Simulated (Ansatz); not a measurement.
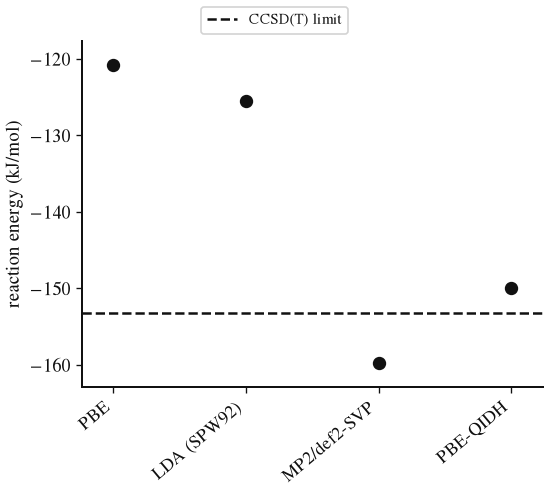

Electronic reaction energy of Si₂H₄OF₂ (O[SiH](F)[SiH2]F) → Si₂H₄OF₂ (F[SiH2]O[SiH2]F) (SMILES in brackets) at several levels (functionals in def2-TZVPP unless a basis is named), isolated molecules at PBE0-D4 triple-zeta geometries, minima by their frequencies, no zero-point or thermal terms, the Ansatz code 0.2.0. The line is frozen-core CCSD(T) at the basis limit (MP2 extrapolated from triple and quadruple zeta, plus CCSD(T) less MP2 in a smaller set). PBE-QIDH holds a correlation term that converges slowly with the basis, so part of the distance to the limit is basis error. No dispersion term is added to PBE-QIDH. The distance of MP2/def2-SVP to the limit includes basis error.

What range do the values span, the line included?

From −159.7 kJ/mol (MP2/def2-SVP) to −120.8 kJ/mol (PBE).

What do zero-point energy and temperature add?

Zero-point change −1.6 kJ/mol; at 298.15 K and 1 bar the CCSD(T) limit plus thermal terms gives an enthalpy of reaction of −155.8 and a free energy of −156.2 kJ/mol (harmonic PBE0-D4 modes, ideal gas).

Note: one conformer of each flexible molecule.
